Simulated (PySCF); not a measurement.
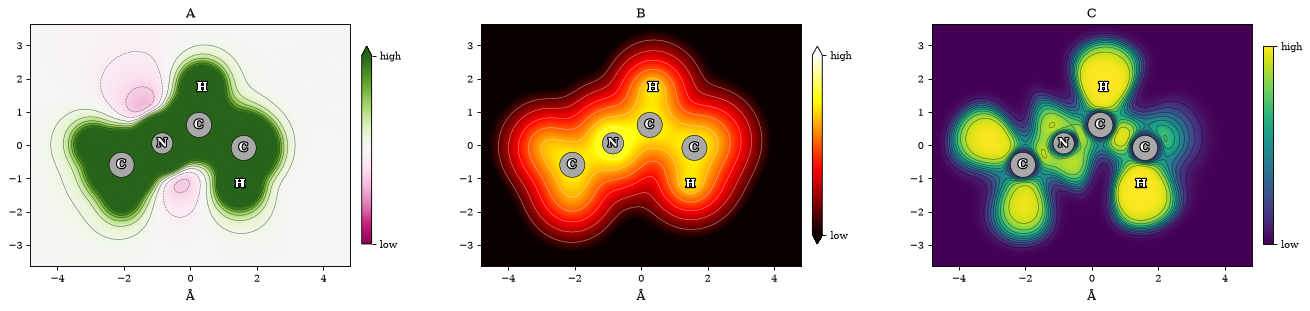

C3H7N (SMILES C/C=N\C): 3 fields on the plane of atoms C2, C1 and H7, with unlabelled colour scales. Grey discs cover the atomic cores.

Geometry: PBE0-D3(BJ)/def2-SVP.

Method: PySCF, PBE0/pcSseg-2, SCF density, gas phase, non-relativistic.

```xyz
11

C    -1.7236    0.1701   -0.4906
C    -0.6304   -0.5071    0.3039
N     0.5703   -0.2128    0.2895
C     1.9113    0.1271    0.2445
H    -2.4815    0.5945    0.1897
H    -2.2486   -0.5662   -1.1225
H    -1.3142    0.9700   -1.1231
H    -1.0238   -1.3417    0.9476
H     2.0907    0.9380    0.9726
H     2.6040   -0.6962    0.5260
H     2.2459    0.5243   -0.7376
```

The panels show electron density, electron localisation function and electrostatic potential in some order. Assign them.

Panel A: electrostatic potential (strongly positive close to the atoms, with negative regions outside electron-rich atoms). Panel B: electron density. Panel C: electron localisation function. From the grid: C–N (1.24 Å): the density is about 2.9 e/Å³ at the midpoint; the ELF peaks at about 0.90 between the atoms; a multiple bond. C–C (1.51 Å): ρ is about 1.7 e/Å³ halfway; the ELF peaks at about 0.95 between the atoms: a covalent bond.
